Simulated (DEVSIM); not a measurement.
Structure: abrupt Si p-n junction, at 300 K.

| layer (left to right) | material | thickness (μm) | Nd (cm⁻³) | Na (cm⁻³) | τn (s) | τp (s) |
|---|---|---|---|---|---|---|
| 1 | Si | 0.850 | - | 1.1e15 | 1.7e-5 | 1.7e-5 |
| 2 | Si | 180 | 1.1e14 | - | 1.7e-5 | 1.7e-5 |

Left contact: ohmic. Right contact: ohmic. Voltage is applied to the left contact. Recombination: SRH at mid-gap, Auger. Mobility is μmin + (μ − μmin)/(1 + (N/Nref)^α).

This is a model device: material constants are rounded textbook-type values typed into the input, and sizes, dopings and lifetimes were drawn at random. Values at 300 K.

```csv
parameter,Si
gap (eV),1.124
affinity (eV),4.05
permittivity,11.7
Nc (cm⁻³),2.86e19
Nv (cm⁻³),3.1e19
μn (cm²/Vs),1417
μp (cm²/Vs),470
"μn,min",52
"μp,min",45
"Nref,n",9.7e16
"Nref,p",2.2e17
αn,0.68
αp,0.72
Cn (cm⁶/s),2.8e-31
Cp (cm⁶/s),9.9e-32
```

Simulated with DEVSIM: 1D drift-diffusion, Boltzmann statistics, complete ionisation; no tunnelling, impact ionisation, image-force lowering or self-heating.

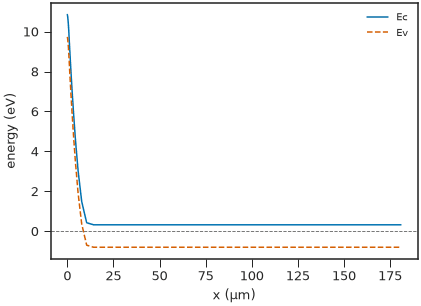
Figure. Band edges at -10.0 V on the left contact

Energies count from the Fermi level of the right contact; mesh points crowd at the junctions.

| x (μm) | Ec (eV) | Ev (eV) | n (cm⁻³) | p (cm⁻³) | field (V/cm) |
|---|---|---|---|---|---|
| 0.000 | 10.859 | 9.735 | 110000 | 1.1e15 | -4500 |
| 0.03869 | 10.841 | 9.717 | 98000 | 5.5e14 | -4700 |
| 0.1361 | 10.790 | 9.666 | 79000 | 7.6e13 | -6000 |
| 0.3813 | 10.594 | 9.470 | 49000 | 3.8e10 | -10000 |
| 0.7278 | 10.142 | 9.018 | 32000 | 42000 | -16000 |
| 0.8168 | 9.993 | 8.869 | 30000 | 37000 | -18000 |
| 0.8531 | 9.928 | 8.804 | 28000 | 35000 | -18000 |
| 0.9262 | 9.797 | 8.673 | 28000 | 34000 | -18000 |
| 1.093 | 9.500 | 8.376 | 29000 | 34000 | -18000 |
| 1.536 | 8.734 | 7.610 | 31000 | 34000 | -17000 |
| 2.717 | 6.857 | 5.734 | 37000 | 33000 | -15000 |
| 7.808 | 1.485 | 0.361 | 110000 | 24000 | -6200 |
| 19.42 | 0.322 | -0.802 | 1.1e14 | 69000 | ≈ 0 |
| 50.34 | 0.322 | -0.802 | 1.1e14 | 310000 | ≈ 0 |
| 135.9 | 0.322 | -0.802 | 1.1e14 | 830000 | ≈ 0 |
| 164.0 | 0.322 | -0.802 | 1.1e14 | 970000 | ≈ 0 |
| 174.8 | 0.322 | -0.802 | 1.1e14 | 1000000 | ≈ 0 |
| 178.6 | 0.322 | -0.802 | 1.1e14 | 1000000 | ≈ 0 |
| 180.2 | 0.322 | -0.802 | 1.1e14 | 1100000 | ≈ 0 |
| 180.6 | 0.322 | -0.802 | 1.1e14 | 1100000 | ≈ 0 |
| 180.8 | 0.322 | -0.802 | 1.1e14 | 1100000 | ≈ 0 |
| 180.8 | 0.322 | -0.802 | 1.1e14 | 1100000 | ≈ 0 |
